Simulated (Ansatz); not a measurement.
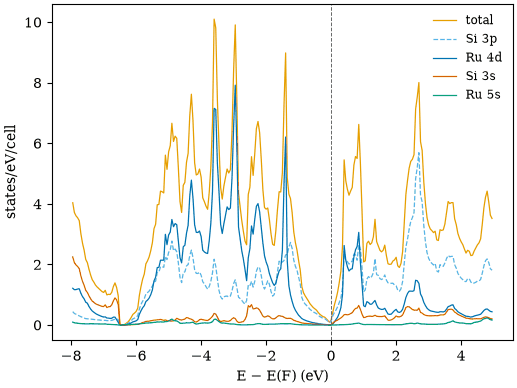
Total and projected density of states of Si₂Ru in space group P4_2/mnm (No. 136; Ru on 2a, Si on 4f), the program Ansatz at the PBEsol level (PAW)

Question: Which orbitals carry the states next to the Fermi level?

Answer: Within 0.5 eV of the Fermi level: Si 3p 52 %, Ru 4d 36 %, Si 3s 9 %. Projections are on Löwdin-orthogonalised atomic valence shells; empty p or d shells of many metals are not among them.

Question: Where is the tallest occupied peak in this window, and what makes it?

Answer: Near -3.6 eV, about 10 states/eV per cell; the largest projected share is Ru 4d.

The start of the workflow was typed in or built on a structure type; neither database checked (COD, Materials Project) lists it. Its standing as an ambient phase is unchecked. Symmetry was held in the PBEsol relaxation; its stability against distortions is not shown here. No spin polarisation was allowed. The volume moved by 18 % from the start of the relaxation. Scalar-relativistic: spin–orbit coupling is off unless named, which matters more the heavier the elements.

Potentials: the later of the program's two PAW sets.
